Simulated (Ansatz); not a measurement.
**Nudged elastic band, with input and output: AlN$_{2}$H$_{6}$F**

The run: nudged elastic band of AlN$_{2}$H$_{6}$F. Method and program: RKS PBE-D4/6-31G* (Ansatz 0.2.0).

It belongs to a series of runs on one base structure; here: band between the two ends.

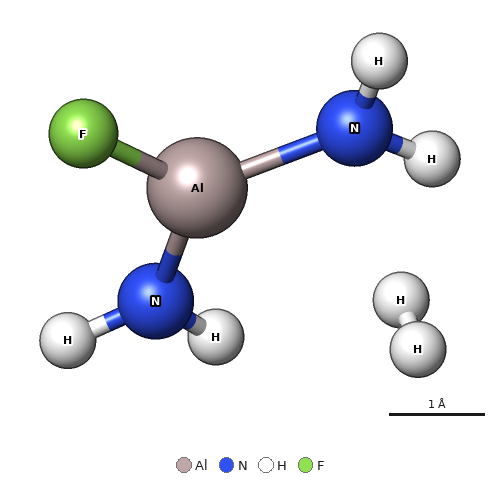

Fig. 1: The starting structure (ball-and-stick view, seen at a tilt). Sticks mark near contacts. Bond lengths as drawn: Al–F 1.67 Å, Al–N 1.78 Å, H–H 0.76 Å and H–N 1.02 Å.

## Input
```yaml
crystal:
  periodic: [false, false, false]
  atoms:
    - { symbol: Al, position_ang: [0.17492, 0.378356, 0.087131] }
    - { symbol: "N", position_ang: [0.136289, 0.098348, 1.84842] }
    - { symbol: H, position_ang: [-0.71906, 0.044614, 2.398321] }
    - { symbol: H, position_ang: [0.951342, -0.069822, 2.434997] }
    - { symbol: "N", position_ang: [1.691665, 0.530484, -0.833432] }
    - { symbol: H, position_ang: [2.627924, 0.509739, -0.434761] }
    - { symbol: H, position_ang: [1.733935, 0.629562, -1.845816] }
    - { symbol: F, position_ang: [-1.277753, 0.522511, -0.726839] }
    - { symbol: H, position_ang: [-0.110122, -3.232914, 1.381904] }
    - { symbol: H, position_ang: [-0.068239, -2.483178, 1.461476] }
basis:
  gaussian: { orbitals: "6-31G*" }
hamiltonian:
  xc: pbe
  dispersion: d4
neb:
  order_check: false
  images: 7
  f_tol: 0.05
  max_iterations: 60
  final_atoms:
    - { symbol: Al, position_ang: [0.14541042, -0.70439796, -0.10347746] }
    - { symbol: "N", position_ang: [0.06737427, -0.35822729, 1.93589039] }
    - { symbol: H, position_ang: [-0.73108238, 0.22885426, 2.20740624] }
    - { symbol: H, position_ang: [0.93944472, 0.15069279, 2.13689635] }
    - { symbol: "N", position_ang: [1.69785458, 0.204945, -0.44599468] }
    - { symbol: H, position_ang: [2.42112688, -0.29094581, -0.97245766] }
    - { symbol: H, position_ang: [1.6589715, 1.1607362, -0.80965873] }
    - { symbol: F, position_ang: [-1.31570457, 0.06259259, -0.49327721] }
    - { symbol: H, position_ang: [0.20904178, -2.31277688, -0.18738887] }
    - { symbol: H, position_ang: [0.0484638, -1.21377289, 2.50346263] }
  initial_path:
    images:
      - { positions_ang: [[0.17492, 0.378356, 0.087131], [0.136289, 0.098348, 1.84842], [-0.71906, 0.044614, 2.398321], [0.951342, -0.069822, 2.434997], [1.691665, 0.530484, -0.833432], [2.627924, 0.509739, -0.434761], [1.733935, 0.629562, -1.845816], [-1.277753, 0.522511, -0.726839], [-0.110122, -3.232914, 1.381904], [-0.068239, -2.483178, 1.461476]] }
      - { positions_ang: [[0.13451619, 0.29457505, 0.06861917], [0.09189553, 0.0409099, 1.95523941], [-0.77182861, -0.07731815, 2.4892217], [0.91902488, -0.02767713, 2.53775339], [1.69340015, 0.42734344, -0.8509801], [2.51426547, 0.18789125, -0.62955009], [1.83905098, 0.7358541, -1.65921938], [-1.31567653, 0.41875966, -0.76125996], [0.01599504, -2.85413325, 1.15512038], [0.02025791, -2.21850487, 1.46645649]] }
      - { positions_ang: [[0.09411237, 0.2107941, 0.05010734], [0.04750207, -0.01652819, 2.06205883], [-0.82459723, -0.19925031, 2.58012239], [0.88670776, 0.01446774, 2.64050978], [1.69513531, 0.32420288, -0.86852821], [2.40060693, -0.1339565, -0.82433917], [1.94416696, 0.8421462, -1.47262276], [-1.35360007, 0.31500832, -0.79568092], [0.14211208, -2.47535251, 0.92833675], [0.10875482, -1.95383173, 1.47143697]] }
      - { positions_ang: [[0.05370856, 0.12701315, 0.03159551], [0.0031086, -0.07396629, 2.16887824], [-0.87736584, -0.32118246, 2.67102309], [0.85439065, 0.0566126, 2.74326617], [1.69687046, 0.22106232, -0.88607631], [2.2869484, -0.45580425, -1.01912826], [2.04928294, 0.94843831, -1.28602614], [-1.3915236, 0.21125698, -0.83010188], [0.26822911, -2.09657176, 0.70155313], [0.19725172, -1.6891586, 1.47641746]] }
      - { positions_ang: [[0.01330474, 0.04323221, 0.01308368], [-0.04128487, -0.13140439, 2.27569766], [-0.93013445, -0.44311461, 2.76192379], [0.82207353, 0.09875747, 2.84602255], [1.69860562, 0.11792176, -0.90362442], [2.17328987, -0.777652, -1.21391735], [2.15439891, 1.05473041, -1.09942951], [-1.42944713, 0.10750564, -0.86452284], [0.39434615, -1.71779101, 0.4747695], [0.28574863, -1.42448547, 1.48139794]] }
      - { positions_ang: [[0.04633116, -0.14367534, -0.01605661], [-0.01412008, -0.18811011, 2.19074584], [-0.88037143, -0.27512239, 2.6232944], [0.85141633, 0.1117413, 2.668741], [1.69841786, 0.13967757, -0.78921698], [2.23524912, -0.65597545, -1.15355243], [2.03054206, 1.08123186, -1.02698682], [-1.40101149, 0.09627737, -0.77171143], [0.34802006, -1.86653748, 0.30922991], [0.22642742, -1.37180732, 1.73691411]] }
      - { positions_ang: [[0.07935758, -0.33058288, -0.04519689], [0.0130447, -0.24481584, 2.10579403], [-0.83060842, -0.10713018, 2.48466501], [0.88075912, 0.12472513, 2.49145945], [1.6982301, 0.16143338, -0.67480955], [2.29720837, -0.53429891, -1.0931875], [1.90668521, 1.10773331, -0.95454412], [-1.37257585, 0.08504911, -0.67890002], [0.30169397, -2.01528395, 0.14369032], [0.16710622, -1.31912918, 1.99243028]] }
      - { positions_ang: [[0.112384, -0.51749042, -0.07433717], [0.04020948, -0.30152157, 2.02084221], [-0.7808454, 0.06086204, 2.34603562], [0.91010192, 0.13770896, 2.3141779], [1.69804234, 0.18318919, -0.56040211], [2.35916762, -0.41262236, -1.03282258], [1.78282835, 1.13423475, -0.88210143], [-1.34414021, 0.07382085, -0.58608862], [0.25536788, -2.16403041, -0.02184928], [0.10778501, -1.26645103, 2.24794645]] }
      - { positions_ang: [[0.14541042, -0.70439796, -0.10347746], [0.06737427, -0.35822729, 1.93589039], [-0.73108238, 0.22885426, 2.20740624], [0.93944472, 0.15069279, 2.13689635], [1.69785458, 0.204945, -0.44599468], [2.42112688, -0.29094581, -0.97245766], [1.6589715, 1.1607362, -0.80965873], [-1.31570457, 0.06259259, -0.49327721], [0.20904178, -2.31277688, -0.18738887], [0.0484638, -1.21377289, 2.50346263]] }
```

Launched with:
```bash
ansatz run input.yaml --threads 1 --pin off --max-ram 2048MiB --backend cpu --events-out ev --progress --plain --runs-dir out
```

## What the program printed
```
Engine: ansatz 0.2.0, aarch64-unknown-linux-gnu
Functional definition: PBE
  parameter kappa = 0.804
  parameter beta = 0.06672455060314922
  exchange = pbe_x(kappa = kappa, mu = beta*pi^2/3)
  correlation = pbe_c(beta = beta)
968 factors; their error is unknown
mean field evaluation 1: about -12366.2224 eV, gradient 9.5e1 eV
mean field evaluation 2: about -12310.4776 eV, gradient 1.7e2 eV
mean field evaluation 4: about -12383.1165 eV, gradient 2.0e1 eV
mean field evaluation 8: about -12383.7588 eV, gradient 1.2e-1 eV
mean field evaluation 16: about -12383.7258 eV, gradient 5.7e-5 eV
mean field -12383.72576138 eV, -455.0935277397 hartree, gradient 5.7e-5 eV, S^2 0.000000; 0 other end points of the search recorded, 0 dependent functions left out
the calculation of the forces begins
reference -12383.72580732 eV, -455.0935294282 hartree; 21, 21 occupied and 55, 55 virtual orbitals, 968 factors
968 factors; their error is unknown
mean field evaluation 32: about -12384.3894 eV, gradient 5.4e-4 eV
mean field -12384.38943404 eV, -455.1179172602 hartree, gradient 1.4e-5 eV, S^2 0.000000; 0 other end points of the search recorded, 0 dependent functions left out
[... from here on the field's lines of each further geometry are left out, up to the last ...]
NEB iter   1: max|band force component| = 1.551e1 eV/Å  barrier→ = 3.2473 eV  barrier← = 3.9198 eV  Δτ_max = 0.2000 Å  (235 SCF iters)
NEB iter   2: max|band force component| = 2.307e0 eV/Å  barrier→ = 1.0101 eV  barrier← = 1.6826 eV  Δτ_max = 0.2000 Å  (222 SCF iters)
NEB iter   3: max|band force component| = 4.362e0 eV/Å  barrier→ = 0.9576 eV  barrier← = 1.6302 eV  Δτ_max = 0.1000 Å  (208 SCF iters)
NEB iter   4: max|band force component| = 8.114e-1 eV/Å  barrier→ = 0.5786 eV  barrier← = 1.2512 eV  Δτ_max = 0.1991 Å  (194 SCF iters)
NEB iter   5: max|band force component| = 6.524e-1 eV/Å  barrier→ = 0.5932 eV  barrier← = 1.2657 eV  Δτ_max = 0.1976 Å  (191 SCF iters)
NEB iter   6: max|band force component| = 5.359e-1 eV/Å  barrier→ = 0.5795 eV  barrier← = 1.2521 eV  Δτ_max = 0.0798 Å  (189 SCF iters)
NEB iter   7: max|band force component| = 1.111e0 eV/Å  barrier→ = 0.5052 eV  barrier← = 1.1777 eV  CI = image 5  Δτ_max = 0.2000 Å  (190 SCF iters)
NEB iter   8: max|band force component| = 7.303e-1 eV/Å  barrier→ = 0.7447 eV  barrier← = 1.4173 eV  CI = image 5  Δτ_max = 0.1983 Å  (192 SCF iters)
NEB iter   9: max|band force component| = 3.949e-1 eV/Å  barrier→ = 0.7022 eV  barrier← = 1.3747 eV  CI = image 5  Δτ_max = 0.1036 Å  (185 SCF iters)
NEB iter  10: max|band force component| = 2.811e-1 eV/Å  barrier→ = 0.6930 eV  barrier← = 1.3656 eV  CI = image 5  Δτ_max = 0.0869 Å  (190 SCF iters)
NEB iter  11: max|band force component| = 3.513e-1 eV/Å  barrier→ = 0.6906 eV  barrier← = 1.3631 eV  CI = image 5  Δτ_max = 0.0431 Å  (198 SCF iters)
NEB iter  12: max|band force component| = 9.004e-2 eV/Å  barrier→ = 0.6895 eV  barrier← = 1.3620 eV  CI = image 5  Δτ_max = 0.0358 Å  (197 SCF iters)
NEB iter  13: max|band force component| = 4.635e-2 eV/Å  barrier→ = 0.6888 eV  barrier← = 1.3613 eV  CI = image 5  Δτ_max = 0.0432 Å  (196 SCF iters)
NEB iter  14: max|band force component| = 5.223e-2 eV/Å  barrier→ = 0.6879 eV  barrier← = 1.3605 eV  CI = image 5  Δτ_max = 0.0860 Å  (27 SCF iters)
NEB iter  15: max|band force component| = 4.229e-2 eV/Å  barrier→ = 0.6873 eV  barrier← = 1.3598 eV  CI = image 5  Δτ_max = 0.0457 Å  (190 SCF iters)
NEB iter  16: max|band force component| = 5.422e-2 eV/Å  barrier→ = 0.6866 eV  barrier← = 1.3591 eV  CI = image 5  Δτ_max = 0.0861 Å  (26 SCF iters)
NEB iter  17: max|band force component| = 7.854e-2 eV/Å  barrier→ = 0.6860 eV  barrier← = 1.3586 eV  CI = image 5  Δτ_max = 0.0431 Å  (188 SCF iters)
NEB iter  18: max|band force component| = 5.344e-2 eV/Å  barrier→ = 0.6856 eV  barrier← = 1.3582 eV  CI = image 5  Δτ_max = 0.0431 Å  (191 SCF iters)
NEB iter  19: max|band force component| = 8.853e-2 eV/Å  barrier→ = 0.6857 eV  barrier← = 1.3582 eV  CI = image 5  Δτ_max = 0.0216 Å  (190 SCF iters)
the calculation of the forces begins
reference -12384.32170559 eV, -455.1154282856 hartree; 21, 21 occupied and 55, 55 virtual orbitals, 968 factors
968 factors; their error is unknown
mean field -12383.02977341 eV, -455.0679506536 hartree, gradient 9.4e-6 eV, S^2 0.000000; 1 other end points of the search recorded, 0 dependent functions left out
the calculation of the forces begins
reference -12383.02982094 eV, -455.0679524005 hartree; 21, 21 occupied and 55, 55 virtual orbitals, 968 factors
NEB iter  20: max|band force component| = 3.056e-2 eV/Å  barrier→ = 0.6853 eV  barrier← = 1.3579 eV  CI = image 5  Δτ_max = 0.0000 Å  (372 SCF iters)
```

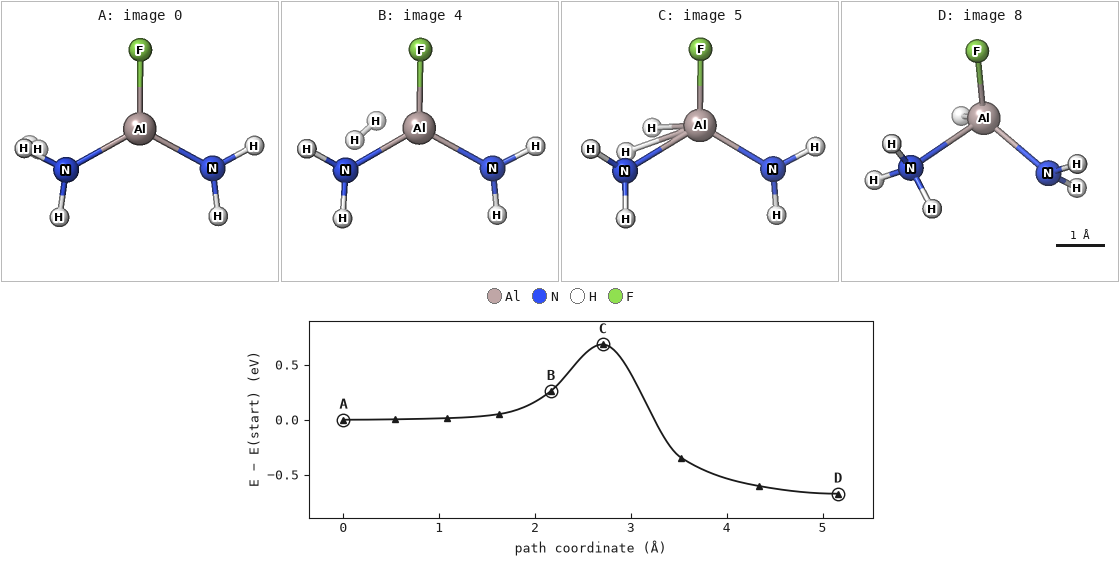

Fig. 2: Images of the last band (counted from 0; ball-and-stick, seen on its broad side) above the energy along the path; the line is a cubic interpolation that uses the forces. The highest image is number 5, 0.685 eV above the start and 1.358 eV above the end (the climbing image); the end lies 0.673 eV below the start. The path is 5.16 Å long. The band converged in 20 iterations.

```
Total energy: -12383.18356450 eV, -455.0736023721 hartree
Atom 0 at     0.135804    -0.187714     0.104700 Å, force    -0.007153    -0.008937     0.000163 eV/Å
Atom 1 at     0.118437    -0.325622     2.008202 Å, force     0.004374    -0.002630    -0.001045 eV/Å
Atom 2 at    -0.727052    -0.071235     2.529374 Å, force     0.001012    -0.003546     0.000343 eV/Å
Atom 3 at     0.944669    -0.125238     2.580919 Å, force     0.000379     0.000506    -0.000749 eV/Å
Atom 4 at     1.667038     0.339934    -0.663580 Å, force    -0.004950    -0.000484     0.002991 eV/Å
Atom 5 at     2.592302     0.068717    -0.331659 Å, force    -0.000002    -0.000035    -0.002361 eV/Å
Atom 6 at     1.711775     0.537548    -1.663537 Å, force     0.006190    -0.000055     0.000790 eV/Å
Atom 7 at    -1.326445     0.279643    -0.563492 Å, force     0.000517     0.001354     0.001147 eV/Å
Atom 8 at    -0.010831    -2.014409     0.424044 Å, force     0.006451    -0.001964    -0.005030 eV/Å
Atom 9 at     0.035203    -1.573924     1.346430 Å, force    -0.006817     0.015790     0.003751 eV/Å
Dipole moment:     0.428100    -0.058767     0.470099 e Å
this run last wrote the band of iteration 20 to [file]; this run last wrote the band within `neb.f_tol` of iteration 15 to [file]
```

## The last band as extended XYZ (Å, eV, eV/Å)
```
10
Properties=species:S:1:pos:R:3:forces:R:3 image=0 energy=-12383.86884
Al    0.1749    0.3784    0.0871   -0.0069   0.0101  -0.0011
N     0.1363    0.0983    1.8484    0.0005  -0.0067   0.0015
H    -0.7191    0.0446    2.3983    0.0030   0.0008  -0.0018
H     0.9513   -0.0698    2.4350   -0.0032   0.0003  -0.0009
N     1.6917    0.5305   -0.8334   -0.0012  -0.0023  -0.0070
H     2.6279    0.5097   -0.4348    0.0006  -0.0007   0.0003
H     1.7339    0.6296   -1.8458    0.0019   0.0009   0.0051
F    -1.2778    0.5225   -0.7268    0.0048  -0.0050   0.0030
H    -0.1101   -3.2329    1.3819   -0.0028   0.0048  -0.0002
H    -0.0682   -2.4832    1.4615    0.0033  -0.0021   0.0010
10
Properties=species:S:1:pos:R:3:forces:R:3 image=1 energy=-12383.86500
Al    0.1585    0.3176    0.1490    0.0022   0.0313  -0.0008
N     0.1295    0.1619    1.9259   -0.0007  -0.0102   0.0038
H    -0.7235    0.1214    2.4803   -0.0005  -0.0018  -0.0037
H     0.9496    0.0637    2.5212   -0.0001  -0.0040  -0.0045
N     1.6711    0.4447   -0.7825   -0.0147  -0.0015   0.0020
H     2.6078    0.4642   -0.3854    0.0096  -0.0001   0.0036
H     1.7102    0.4863   -1.7987    0.0040   0.0008  -0.0107
F    -1.2978    0.3826   -0.6687    0.0033  -0.0071   0.0006
H    -0.0524   -3.1089    1.0289    0.0003  -0.0065   0.0090
H    -0.0120   -2.4058    1.3014   -0.0034  -0.0009   0.0009
10
Properties=species:S:1:pos:R:3:forces:R:3 image=2 energy=-12383.85439
Al    0.1516    0.2597    0.2213   -0.0019  -0.0110  -0.0089
N     0.1216    0.1638    2.0024   -0.0033   0.0049   0.0086
H    -0.7341    0.1200    2.5524    0.0015   0.0046   0.0013
H     0.9388    0.1744    2.6090    0.0034  -0.0011  -0.0022
N     1.6603    0.3806   -0.7168    0.0314   0.0158  -0.0267
H     2.5999    0.4191   -0.3269   -0.0128   0.0045   0.0129
H     1.6955    0.4101   -1.7340   -0.0115   0.0012   0.0074
F    -1.3035    0.2447   -0.6011   -0.0003   0.0131  -0.0019
H    -0.0162   -2.9081    0.6365   -0.0011  -0.0222   0.0113
H     0.0269   -2.3366    1.1287   -0.0056  -0.0099  -0.0018
10
Properties=species:S:1:pos:R:3:forces:R:3 image=3 energy=-12383.81788
Al    0.1486    0.1664    0.2666    0.0073   0.0555  -0.0005
N     0.1139    0.0661    2.0507   -0.0023   0.0476   0.0047
H    -0.7467    0.0315    2.5940    0.0051   0.0127   0.0137
H     0.9235    0.1427    2.6625    0.0042   0.0276   0.0105
N     1.6577    0.2997   -0.6705   -0.0027   0.0036  -0.0049
H     2.6005    0.2581   -0.2893    0.0010   0.0242   0.0100
H     1.6849    0.4451   -1.6778    0.0006  -0.0158   0.0020
F    -1.3042    0.1895   -0.5612    0.0054   0.0151   0.0096
H     0.0176   -2.5391    0.3782   -0.0115  -0.0888  -0.0200
H     0.0451   -2.1323    1.0183   -0.0071  -0.0816  -0.0252
10
Properties=species:S:1:pos:R:3:forces:R:3 image=4 energy=-12383.60803
Al    0.1486    0.0248    0.2344    0.0001   0.3172   0.1781
N     0.1203   -0.1501    2.0359    0.0204   0.2482   0.0690
H    -0.7382   -0.0404    2.5742    0.0046   0.0605   0.0606
H     0.9363   -0.0356    2.6345    0.0043   0.1244   0.0553
N     1.6645    0.3024   -0.6606    0.0252  -0.0752  -0.0238
H     2.6010    0.1189   -0.3054    0.0043   0.0292   0.0222
H     1.7038    0.5290   -1.6529   -0.0286  -0.0388   0.0024
F    -1.3068    0.2353   -0.5632    0.0259  -0.0608   0.0181
H    -0.0111   -2.2001    0.3839   -0.0219  -0.2489  -0.0559
H     0.0224   -1.8564    1.0906   -0.0344  -0.3558  -0.3260
10
Properties=species:S:1:pos:R:3:forces:R:3 image=5 energy=-12383.18352
Al    0.1358   -0.1877    0.1047   -0.0072  -0.0089   0.0002
N     0.1184   -0.3256    2.0082    0.0044  -0.0026  -0.0010
H    -0.7271   -0.0712    2.5294    0.0010  -0.0035   0.0003
H     0.9447   -0.1252    2.5809    0.0004   0.0005  -0.0007
N     1.6670    0.3399   -0.6636   -0.0050  -0.0005   0.0030
H     2.5923    0.0687   -0.3317    0.0000   0.0000  -0.0024
H     1.7118    0.5375   -1.6635    0.0062  -0.0001   0.0008
F    -1.3264    0.2796   -0.5635    0.0005   0.0014   0.0011
H    -0.0108   -2.0144    0.4240    0.0065  -0.0020  -0.0050
H     0.0352   -1.5739    1.3464   -0.0068   0.0158   0.0038
10
Properties=species:S:1:pos:R:3:forces:R:3 image=6 energy=-12384.21372
Al    0.1272   -0.4375   -0.0760   -0.0033  -0.1850  -0.1505
N     0.1180   -0.3911    1.9863   -0.0018  -0.0588  -0.0119
H    -0.7233   -0.0209    2.4460    0.0045   0.0280  -0.0677
H     0.9465   -0.0772    2.5064    0.0026   0.0087  -0.0595
N     1.6504    0.3885   -0.6345   -0.0147   0.0347   0.0244
H     2.5669    0.0194   -0.3700   -0.0163  -0.0508  -0.0194
H     1.7019    0.6373   -1.6260    0.0063   0.0980   0.0482
F    -1.3195    0.2985   -0.5350    0.0150   0.0473   0.0307
H     0.0048   -2.0649    0.0931   -0.0048  -0.0326  -0.2860
H     0.0680   -1.4242    1.9812    0.0127   0.1106   0.4917
10
Properties=species:S:1:pos:R:3:forces:R:3 image=7 energy=-12384.47235
Al    0.1355   -0.5941   -0.1017    0.0066  -0.0286  -0.0135
N     0.1008   -0.4073    1.9629   -0.0051  -0.0056  -0.0077
H    -0.7307    0.0987    2.2923   -0.0014   0.0234  -0.0308
H     0.9357    0.0900    2.2977   -0.0008   0.0278  -0.0449
N     1.6608    0.3199   -0.5302    0.0000  -0.0189   0.0253
H     2.5428   -0.1949   -0.5867   -0.0038  -0.0483  -0.0452
H     1.6330    0.9527   -1.3333   -0.0095   0.0709   0.0674
F    -1.2987    0.2218   -0.4768    0.0050  -0.0047   0.0170
H     0.0759   -2.2105   -0.1254    0.0088  -0.0276  -0.0479
H     0.0858   -1.3486    2.3726    0.0001   0.0116   0.0803
10
Properties=species:S:1:pos:R:3:forces:R:3 image=8 energy=-12384.54137
Al    0.1454   -0.7044   -0.1035   -0.0122   0.0197  -0.0030
N     0.0674   -0.3582    1.9359    0.0052   0.0115   0.0288
H    -0.7311    0.2289    2.2074    0.0082  -0.0091  -0.0040
H     0.9394    0.1507    2.1369   -0.0219  -0.0174  -0.0105
N     1.6979    0.2049   -0.4460   -0.0029  -0.0010  -0.0059
H     2.4211   -0.2909   -0.9725    0.0035   0.0028  -0.0034
H     1.6590    1.1607   -0.8097    0.0038  -0.0055   0.0019
F    -1.3157    0.0626   -0.4933    0.0151  -0.0143   0.0009
H     0.2090   -2.3128   -0.1874   -0.0022   0.0043   0.0035
H     0.0485   -1.2138    2.5035    0.0033   0.0088  -0.0083
```

## Results in brief

- outcome: converged
- barrier, forward: 0.685 eV
- barrier, backward: 1.358 eV
- hardware: 1 thread of Arm Neoverse V1, 24 GiB of memory available, shared host
- wall time: 5.2 min
- peak memory: 0.12 GiB

## Notes

The order of the saddle point was not checked.
